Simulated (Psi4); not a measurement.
**CH3ClFIn (SMILES [CH3][In]([F])[Cl]): HF/def2-SVP (core potential)**

Aim: the vertical ionisation energy of CH3ClFIn at HF/def2-SVP (core potential), from 2 runs. 

Program for the calculation: Psi4 1.11.

3 further runs of the same task are left out: 3 set aside as unsound or not needed. Runs told in other sessions of the task aren't counted.

**1. The structure to begin with**

The species is CH3ClFIn (7 atoms), meant as a singlet with charge 0. SMILES: `[CH3][In]([F])[Cl]`. Geometry: relaxed at PBE0-D4/def2-TZVP.

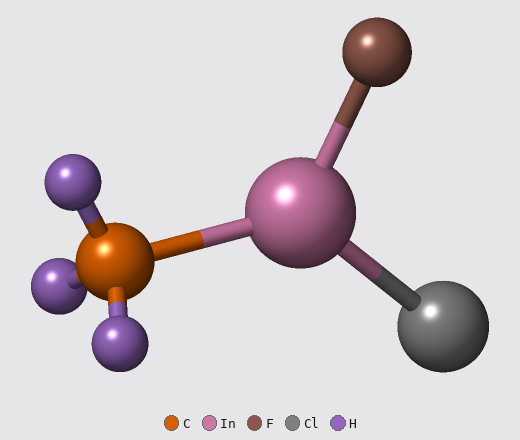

The structure, seen from a chosen angle (carbon orange, indium pink, fluorine brown, chlorine grey, hydrogen purple).

**2. A single-point energy at HF/def2-SVP (core potential)**

Input file calc.dat:

```
memory 2200 MB

molecule {
  0 1
  C     -0.390800     0.951400     0.427300
  In     0.391000    -0.846100    -0.384300
  F      2.306000    -1.125500    -0.600500
  Cl    -0.728400    -2.728700    -1.135500
  H     -1.112900     1.373000    -0.270800
  H     -0.891300     0.725700     1.368500
  H      0.426300     1.650400     0.595200
  units angstrom
  symmetry c1
  no_reorient
  no_com
}

set {
  basis         def2-SVP
  puream        true
  e_convergence 1e-09
  d_convergence 1e-08
  scf_type      pk
}

E, wfn = energy('scf', return_wfn=True)
oeprop(wfn, 'QUADRUPOLE', 'WIBERG_LOWDIN_INDICES', 'DIPOLE')
```

Started as:

```
$ psi4 calc.dat calc.out -n 1
```

calc.out:

```text
[...]
    !!!  WARNING: ECP capability is in beta. Please check occupations closely.  !!!
[...]
  Running in c1 symmetry.
[...]
  Nuclear repulsion =  240.938696889581820
[...]
  Multiplicity = 1
[...]
  Nalpha       = 28
  Nbeta        = 28
[...]
    Number of basis functions: 87
[...]
   @RHF iter   1:  -787.42414401657686   -1.84820e+00   6.53543e-03 ADIIS/DIIS
[...]
   @RHF iter  12:  -787.58533433761681   -2.50111e-12   3.58927e-09 DIIS
[...]
    Orbital Energies [Eh]
    ---------------------
    Doubly Occupied:
       1A   -104.769852     2A    -26.199467     3A    -11.261319
       4A    -10.532099     5A     -8.006518     6A     -8.004345
       7A     -8.004171     8A     -5.426460     9A     -3.688570
      10A     -3.682199    11A     -3.679348    12A     -1.450909
      13A     -1.103228    14A     -1.077695    15A     -1.073617
      16A     -1.070919    17A     -1.067600    18A     -1.021750
      19A     -0.941511    20A     -0.605836    21A     -0.589925
      22A     -0.589050    23A     -0.567452    24A     -0.563784
      25A     -0.505500    26A     -0.453824    27A     -0.450987
      28A     -0.429272
[...]
  @RHF Final Energy:  -787.58533433761681
   => Energetics <=
    Nuclear Repulsion Energy =            240.9386968895818200
    One-Electron Energy =               -1643.4136494300819322
    Two-Electron Energy =                 614.8896182028831845
    Total Energy =                       -787.5853343376168141
[...]
 Multipole Moments:
 ------------------------------------------------------------------------------------
     Multipole            Electronic (a.u.)      Nuclear  (a.u.)        Total (a.u.)
 ------------------------------------------------------------------------------------
 L = 1.  Multiply by 2.5417464519 to convert [e a0] to [Debye]
 Dipole X            :        -24.8045601           23.9229879           -0.8815722
 Dipole Y            :        123.8043335         -122.5071653            1.2971683
 Dipole Z            :         54.5004584          -53.8980127            0.6024457
 Magnitude           :                                                    1.6801059
 L = 2.  Multiply by 1.3450342976 to convert [e a0^2] to [Debye ang]
 Quadrupole XX       :       -268.9809065          225.7623548          -43.2185517
 Quadrupole XY       :          2.0021137           -0.7824669            1.2196468
[...]
```

Wall time 2.1 s (1 thread of Intel Xeon 6975P-C (Granite Rapids), shared host); peak memory 0.3 GiB.

**3. The doublet cation, same level**

Input file input.json:

```json
{
 "schema_name": "qcschema_input",
 "schema_version": 1,
 "molecule": {
  "schema_name": "qcschema_molecule",
  "schema_version": 2,
  "symbols": ["C", "In", "F", "Cl", "H", "H", "H"],
  "geometry": [-0.73850497, 1.79788543, 0.80747997, 0.73888291, -1.59889727, -0.72622175, 4.35770844, -2.12688675, -1.13478054, -1.37647651, -5.15649568, -2.14578401, -2.1030762, 2.59459397, -0.51173783, -1.68431289, 1.37137425, 2.5860902, 0.80559025, 3.118804, 1.12476499],
  "molecular_charge": 1,
  "molecular_multiplicity": 2,
  "fix_symmetry": "c1",
  "fix_com": true,
  "fix_orientation": true
 },
 "driver": "energy",
 "model": {
  "method": "hf",
  "basis": "def2-SVP"
 },
 "keywords": {
  "reference": "uhf",
  "puream": true,
  "e_convergence": 1e-09,
  "d_convergence": 1e-08,
  "scf_type": "pk",
  "maxiter": 100
 }
}
```

Started as:

```
$ psi4 --qcschema input.json -n 1 --memory 2200MB
```

stdout:

```text
[...]
    !!!  WARNING: ECP capability is in beta. Please check occupations closely.  !!!
[...]
  Running in c1 symmetry.
[...]
  Nuclear repulsion =  240.938697026497664
[...]
  Multiplicity = 2
[...]
  Nalpha       = 28
  Nbeta        = 27
[...]
    Number of basis functions: 87
[...]
   @UHF iter   1:  -787.04458156425540   -1.47173e+00   5.78194e-03 DIIS/ADIIS
[...]
   @UHF iter  29:  -787.19683016645160   -1.21645e-11   9.40437e-09 DIIS
[...]
   @S^2 Observed:                8.615791694E-01
[...]
    Orbital Energies [Eh]
    ---------------------
    Alpha Occupied:
       1A   -105.080138     2A    -26.389239     3A    -11.507387
       4A    -10.841060     5A     -8.328308     6A     -8.309915
       7A     -8.309308     8A     -5.662321     9A     -3.923455
      10A     -3.921045    11A     -3.914344    12A     -1.635145
      13A     -1.384713    14A     -1.323164    15A     -1.309276
      16A     -1.301690    17A     -1.297649    18A     -1.288400
      19A     -1.187474    20A     -0.829268    21A     -0.820067
      22A     -0.816337    23A     -0.771924    24A     -0.759287
      25A     -0.747197    26A     -0.726754    27A     -0.722553
      28A     -0.707325
    Alpha Virtual:
[...]
  @UHF Final Energy:  -787.19683016645160
   => Energetics <=
    Nuclear Repulsion Energy =            240.9386970264976640
    One-Electron Energy =               -1629.8088956180708919
    Two-Electron Energy =                 601.6733684251215664
    Total Energy =                       -787.1968301664516048
  UHF NO Occupations:
  HONO-2 :   26  A 1.9985846
  HONO-1 :   27  A 1.9455216
  HONO-0 :   28  A 1.0000000
  LUNO+0 :   29  A 0.0544784
  LUNO+1 :   30  A 0.0014154
[...]
 Multipole Moments:
 ------------------------------------------------------------------------------------
     Multipole            Electronic (a.u.)      Nuclear  (a.u.)        Total (a.u.)
 ------------------------------------------------------------------------------------
 L = 1.  Multiply by 2.5417464519 to convert [e a0] to [Debye]
 Dipole X            :        -25.3156942           23.9229877           -1.3927065
 Dipole Y            :        121.7449741         -122.5071652           -0.7621911
 Dipole Z            :         53.6407736          -53.8980126           -0.2572390
 Magnitude           :                                                    1.6083341
[...]
```

The result, in JSON:

```text
{
 "driver": "energy",
 "model": {
  "method": "hf",
  "basis": "def2-SVP"
 },
 "success": true,
 "return_result": -787.1968301664516,
 "properties": {
  "calcinfo_nbasis": 87,
  "calcinfo_nmo": 87,
  "calcinfo_nalpha": 28,
  "calcinfo_nbeta": 27,
  "calcinfo_natom": 7,
  "nuclear_repulsion_energy": 240.93869702649766,
  "return_energy": -787.1968301664516,
  "scf_one_electron_energy": -1629.808895618071,
  "scf_two_electron_energy": 601.6733684251216,
  "scf_dipole_moment": [-1.392706490904498, -0.7621911066432006, -0.25723900302396174],
  "scf_total_energy": -787.1968301664516,
  "scf_iterations": 29
 }
}
```

It took 2.8 s on 1 thread of Intel Xeon 6975P-C (Granite Rapids), shared host; peak memory 0.3 GiB.

**4. Outcome**

At HF/def2-SVP (core potential):

```
                                          quantity          value
                    singlet CH3ClFIn: total energy  -787.58533 Eh
                   singlet CH3ClFIn: dipole moment         4.27 D
                     singlet CH3ClFIn: HOMO energy      -11.68 eV
                     singlet CH3ClFIn: LUMO energy        1.34 eV
                   singlet CH3ClFIn: HOMO–LUMO gap       13.02 eV
                      doublet cation: total energy  -787.19683 Eh
doublet cation: HOMO energy (highest over α and β)      -16.66 eV
 doublet cation: LUMO energy (lowest over α and β)       -9.42 eV
                              doublet cation: ⟨S²⟩          0.862
vertical ionisation energy (to the doublet cation)      10.572 eV
```

**Reading.** The vertical ionisation energy comes to 10.57 eV (244 kcal/mol). −ε(HOMO) before ionisation, 11.68 eV, is 1.11 eV above this ionisation energy. ⟨S²⟩ (doublet cation) is 0.86 where a pure doublet has 0.75: the reference is spin-contaminated.
